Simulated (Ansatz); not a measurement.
The starting structures come from a database of crystals and need not be the phases stable at ambient conditions.

 Where the default PAW files enter, the runs use the earlier of Ansatz's two default sets.

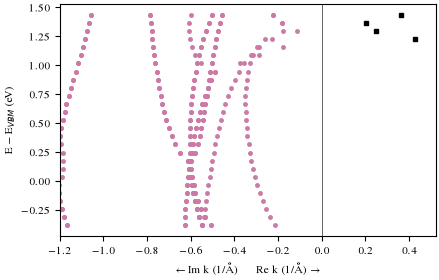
*Complex bands at the centre of the two-dimensional zone; r2SCAN (Ansatz, a quantum-chemistry and plane-wave program)*

The gap is the functional's own. No spin-orbit coupling. Mid-gap values are interpolated on the energy grid.

**Question.** This is VCu₃S₄ (P-43m, not sure to be the ambient phase, 8 atoms a cell, 19.4 Å³ an atom) along the normal of (001). Read off the slowest decay at the centre of the two-dimensional zone at 0.59 eV, the computed energy nearest the middle of the gap.

**Answer.** κ ≈ 0.35 1/Å, a decay length 1/(2κ) of the density of 1.4 Å.
